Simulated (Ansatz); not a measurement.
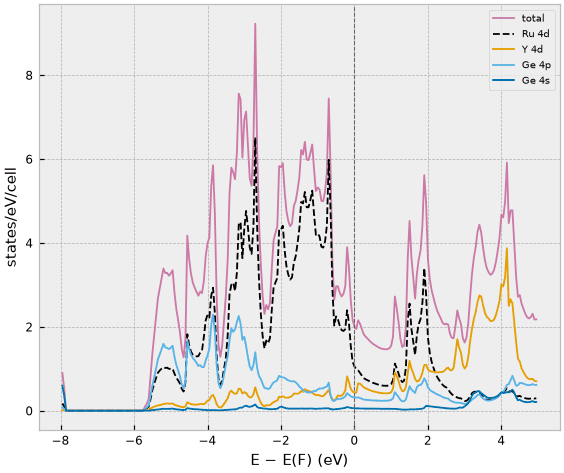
Figure: Total and projected density of states of YGe₂Ru₂ in space group I4/mmm (No. 139; Y on 2a, Ge on 4e, Ru on 4d), the program Ansatz at the r²SCAN level (PAW)

### Question
Which orbitals carry the states next to the Fermi level?

### Answer
Within 0.5 eV of the Fermi level: Ru 4d 57 %, Y 4d 21 %, Ge 4p 13 %. Projections are on Löwdin-orthogonalised atomic valence shells; empty p or d shells of many metals are not among them.

### Question
Where is the tallest occupied peak in this window, and what makes it?

### Answer
Near -2.7 eV, about 9.2 states/eV per cell; the largest projected share is Ru 4d.

The first step of the workflow began from a Materials Project structure, measured or hypothetical; the Crystallography Open Database files this formula in space group No. 139, but the cells were not matched. Whether it is the stable phase at ambient conditions was not checked. The r²SCAN relaxation kept the symmetry of its start; whether a distortion lowers the energy is not shown. The run is not spin-polarised. Spin–orbit coupling is left out wherever it is not named.

Potentials: the later of the program's two PAW sets.
